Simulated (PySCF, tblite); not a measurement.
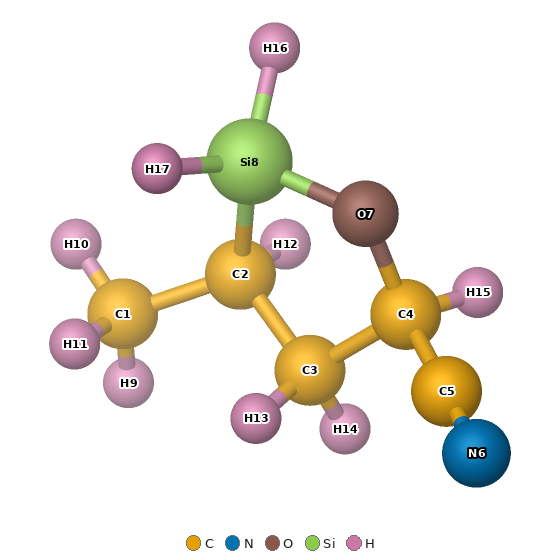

Geometry used (C₅H₉NOSi, SMILES C[C@@H]1C[C@H](C#N)O[SiH2]1).

Kohn-Sham orbital energies near the frontier, CAM-B3LYP/def2-SVPD in PySCF, at a GFN2-xTB geometry (a minimum by its frequencies), isolated molecule; empty levels in grey, levels within 0.03 eV side by side.

**Where do the frontier orbitals lie?**

HOMO at −9.88 eV, LUMO at 0.67 eV, 10.54 eV apart.

**How far below the HOMO does the next level lie?**

0.17 eV.

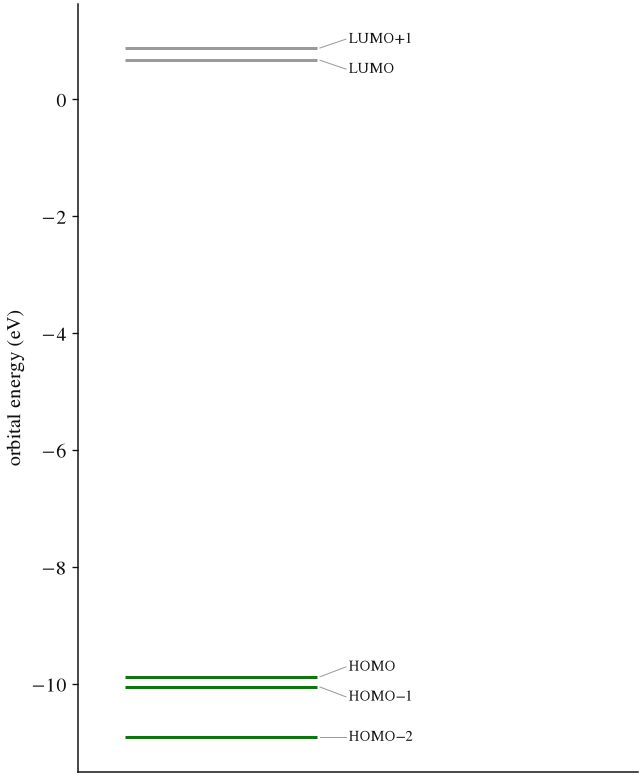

Caveats: the tight-binding geometry is rougher than a DFT one and adds to the error; one conformer of a flexible molecule; empty levels above zero depend strongly on the basis.
